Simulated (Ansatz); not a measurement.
# GeH$_{3}$N···HF: what the fields show

```xyz
7

Ge   -0.9108   -0.2209    0.6564
F     2.1881   -0.6441   -1.1865
N     0.1513    0.6801   -0.3226
H     1.4605   -0.0786   -0.9087
H    -0.5657   -1.6805    0.9225
H    -2.2005    0.2975    1.3092
H    -0.1227    1.6465   -0.4703
```

The product side of a reaction path; geometry: PBE0-D4/def2-TZVP.

These are results of Ansatz, RKS PBE0-D4/def2-TZVPP, not measurements.

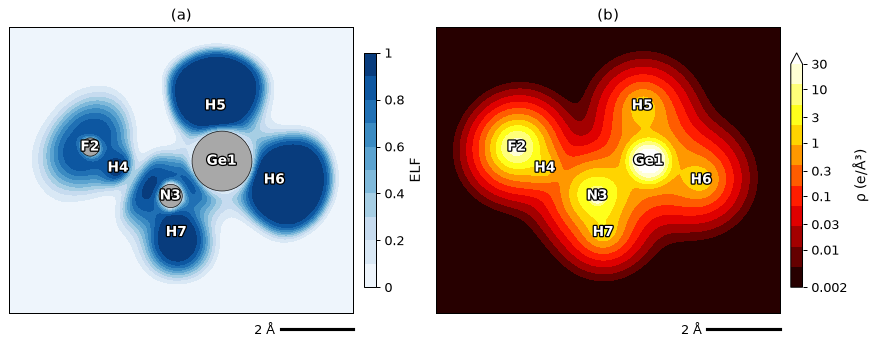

Figure 1. (a) electron localisation function; (b) total electron density on the molecular plane. Grey discs cover the atomic cores in the ELF map.

> What does the map show?

- Atoms in the plane: Ge, F, N and H.
- N3···H4 (1.62 Å): the density falls to about 0.42 e/Å³ on the way; the ELF dips to about 0.35 between them: by its geometry a hydrogen bond between the two molecules, with no shared pair.
- Ge–N (1.70 Å): ρ at the midpoint is about 1.2 e/Å³; the ELF peaks at about 0.80 in the valence shell of N, 0.6 Å from its nucleus, and is about 0.40 at the midpoint.
- F–H (0.96 Å): ρ is about 4.4 e/Å³ halfway; the ELF climbs to about 0.95 towards the hydrogen, as it does in any bond to H: an ordinary covalent bond to hydrogen.
- N–H (1.02 Å): ρ is about 2.9 e/Å³ halfway; the ELF climbs to about 1 towards the hydrogen; a covalent bond by its length.
- Ge–H (1.52 Å): ρ at the midpoint is about 1.1 e/Å³; the ELF climbs to about 1 towards the hydrogen.
- The ELF also peaks beside F2, away from the bonds: lone-pair regions.

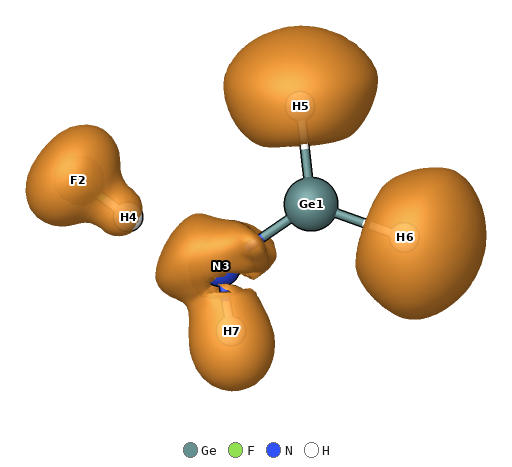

Figure 2. Isosurface of the electron localisation function at 0.75 (orange), seen across its widest extent. Only the valence region is drawn (cores and ρ < 0.01 e/Å³ removed).

> What do the ELF domains correspond to?

The ELF exceeds this value in two regions around hydrogen nuclei, one joined region spread over several atoms (F, H), in which their bonds and any lone pairs are merged and one joined region spread over several atoms (H, N), in which their bonds and any lone pairs are merged.

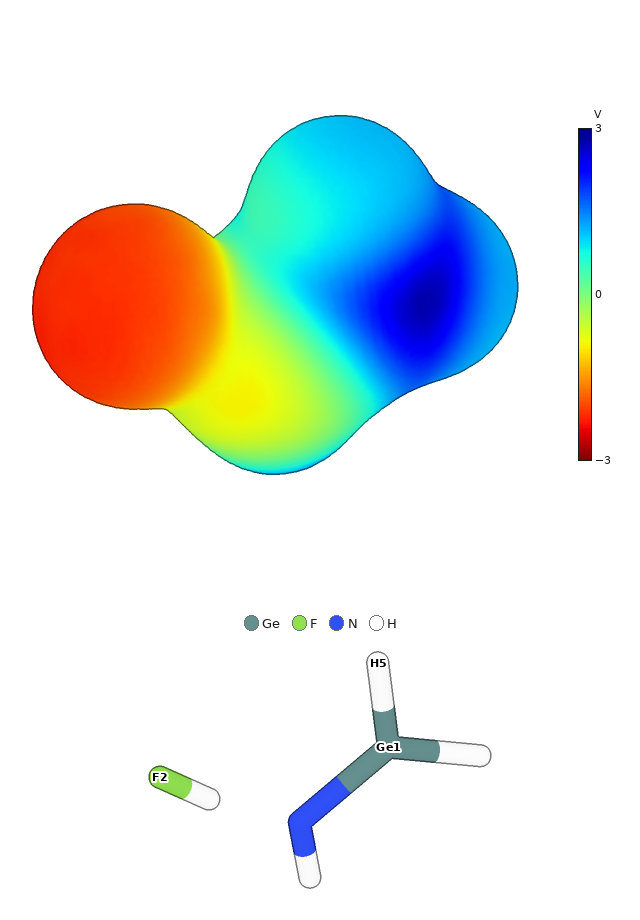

Figure 3. The molecular electrostatic potential painted on the density surface at 0.002 e/bohr³, seen at a tilt; red is negative and blue positive. The bare structure is drawn below in the same view.

> Describe the electrostatic potential map.

The most negative region (about −2.2 V) lies over F2, the most positive (about +2.7 V) over Ge1.

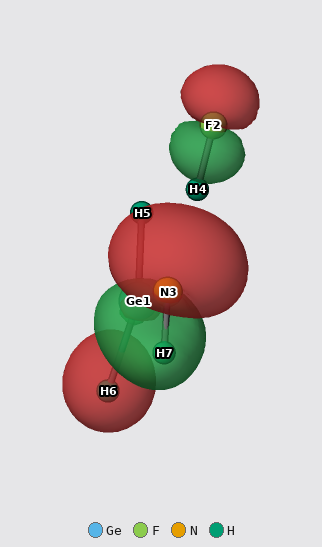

Figure 4. The HOMO−1 at ±0.15 Å⁻³ᐟ² (green and red are the two phases), seen at an oblique angle.

> What is the character of this orbital?

Its weight (Hirshfeld) is mainly on N3 (about 55 %), Ge1 (about 15 %), F2 (about 15 %) and H6 (about 10 %); it is symmetric in the molecular plane (an in-plane orbital: σ, lone-pair or in-plane π type). Its energy is −8.66 eV.
